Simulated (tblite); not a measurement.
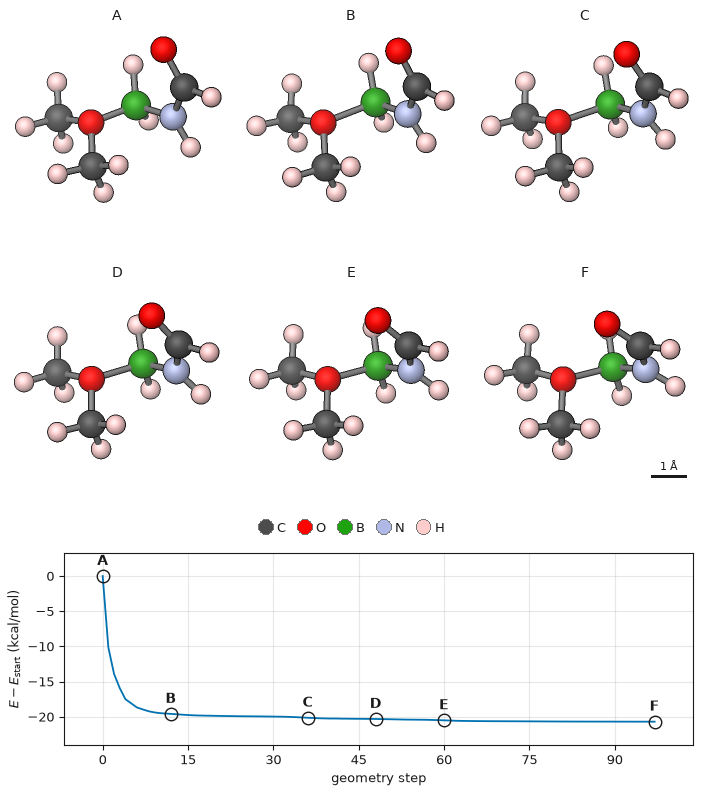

Frames of a relaxation of C3H10BNO2, marked on the history of the run. Style: ball-and-stick. Shown at a tilt.

Level of theory: GFN2-xTB geometry optimisation, gas phase in tblite. 

What happens along the run?

After 97 geometry steps the energy has fallen by 20.7 kcal/mol. The largest move after the best rigid fit is that of an O atom, 0.89 Å. By element the largest moves are O 0.89 Å, H 0.72 Å, B 0.37 Å, C 0.35 Å, N 0.20 Å. Near-neighbour distances that change, for instance: B–O 1.467 → 1.642 Å, C–N 1.421 → 1.339 Å, C–O 1.275 → 1.210 Å, C–H 1.128 → 1.093 Å. Among the angles between lasting bonds that change: O–B–N 112.4° → 104.3°, H–B–H 108.2° → 115.9°, N–C–H 119.7° → 112.9°. Groups turn about B–N by about 40°, B–O by about 20°. From step 0 to 12: the B atom moves most (0.20 Å), energy −19.6 kcal/mol. From step 12 to 36: an O atom moves most (0.21 Å), energy −0.55 kcal/mol. From step 36 to 48: an O atom moves most (0.24 Å), energy −0.18 kcal/mol. From step 48 to 60: an O atom moves most (0.27 Å), energy −0.19 kcal/mol. From step 60 to 97: an O atom moves most (0.17 Å), energy −0.19 kcal/mol.
